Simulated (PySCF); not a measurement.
C$_{4}$H$_{8}$N$_{2}$Si (SMILES Cc1cncn1[SiH3])

The calculation's input:

```
{"job": {"kind": "nmr", "xc": "PBE0", "basis": "pcSseg-1"}, "charge": 0, "multiplicity": 1}
C     -1.106106    -1.439523     0.331440
C     -0.819342     0.002589     0.128066
C     -1.640700     1.088864     0.138216
N     -0.921957     2.226153    -0.100460
C      0.300875     1.833368    -0.250519
N      0.452872     0.478796    -0.125327
Si     1.938629    -0.433494    -0.259913
H     -2.168190    -1.576155     0.517478
H     -0.547627    -1.828620     1.182900
H     -0.827720    -2.017327    -0.550000
H     -2.698977     1.131763     0.301023
H      1.130260     2.480380    -0.453046
H      2.964662     0.566859    -0.529988
H      1.782503    -1.381593    -1.363195
H      2.156404    -1.124070     1.011411
```

Launched as:

```sh
OMP_NUM_THREADS=1 python probes_run.py task.json out
```

Geometry: GFN2-xTB.

The calculation used PBE0/pcSseg-1, SCF density, gas phase, non-relativistic (PySCF).

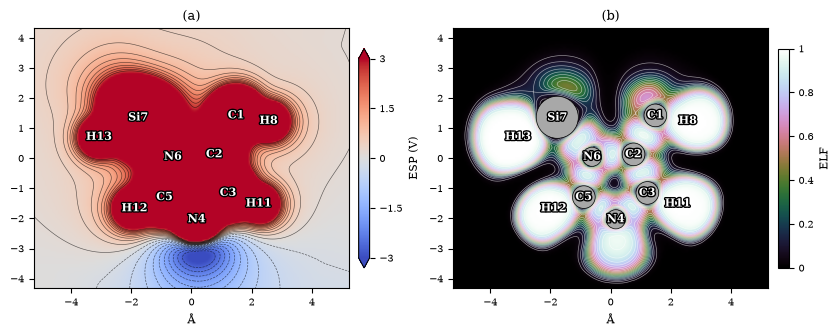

Figure 1. (a) electrostatic potential; (b) ELF on the plane of atoms C2, C1 and H8. Grey discs cover the atomic cores in the ELF map.

> What does the map show?

The plane passes through C, N, Si and H nuclei. C–N (1.29 Å): the ELF peaks at about 0.90 between the atoms (localised, covalent bonding). C–C (1.36 Å): the ELF peaks at about 0.95 between the atoms: a covalent bond. Si–N (1.75 Å): the ELF peaks at about 0.95 between the atoms: a polar covalent bond. C–H (1.07 Å): the ELF climbs to about 1 towards the hydrogen, as it does in any bond to H; a covalent bond by its length. C–N (1.37 Å): the ELF peaks at about 0.90 between the atoms; localised, covalent bonding. The ELF also peaks beside N4, away from the bonds: lone-pair regions. Outside the dense part of the molecule the potential is most negative (−3.2 V) near N4.

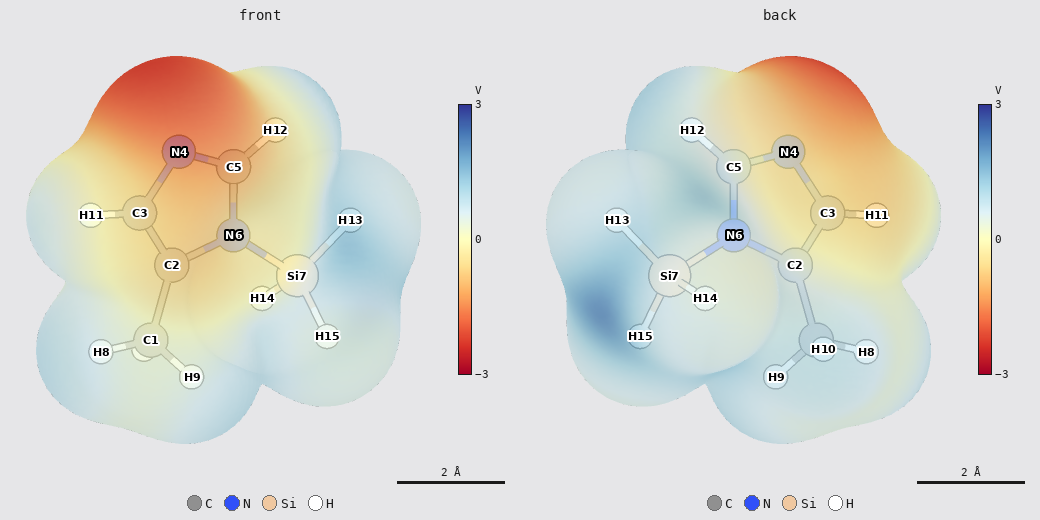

Figure 2. The molecular electrostatic potential painted on the density surface at 0.002 e/bohr³, seen from the front and from behind; the colour scale runs from red (negative) to blue (positive).

> Where is the surface potential most negative and most positive?

The most negative region (about −2.3 V, or −53 kcal/mol for a unit charge) lies over N4, the most positive (about +2.0 V, or +46 kcal/mol for a unit charge) over Si7. N4 is the likeliest acceptor of a hydrogen bond.

> What dipole moment does the calculation give?

Its dipole moment is 3.85 D.
